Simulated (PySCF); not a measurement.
Consider GeF (doublet).

```xyz
2

Ge    0.0000    0.0000   -0.3603
F     0.0000    0.0000    1.4017
```

Computed with PBE0/def2-TZVPP, non-relativistic Hamiltonian with scalar-relativistic core potentials where named, at a bond length of 1.762 Å in PySCF 2.14.0.

Q: What can the converged electron density, electron localisation function and spin density tell about the bonding?

A: Ge–F (1.76 Å): ρ at the midpoint is about 0.91 e/Å³; the ELF peaks at about 0.85 in the valence shell of F, 0.5 Å from its nucleus, and is about 0.20 at the midpoint.
The unpaired spin (1 electron) lies mostly on Ge1 (about 0.9), in electrons by Hirshfeld's partition.

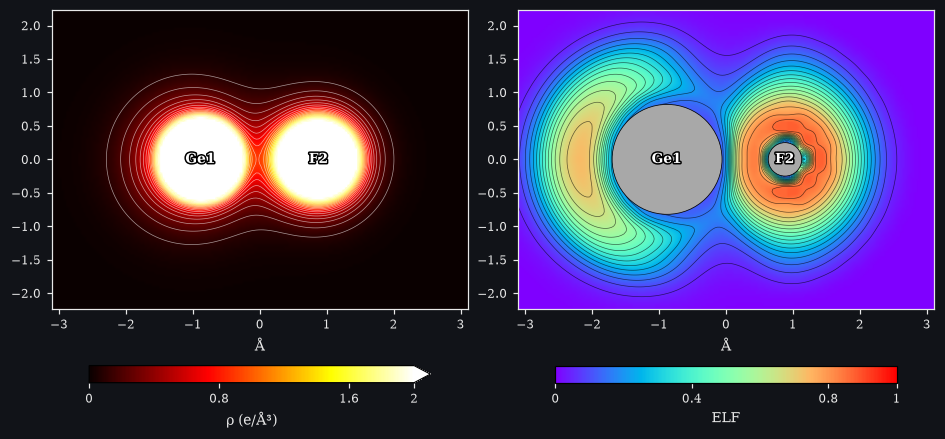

Computed electron density and electron localisation function on a plane that holds the molecular axis, in this order. Grey discs cover the atomic cores in the ELF map. 
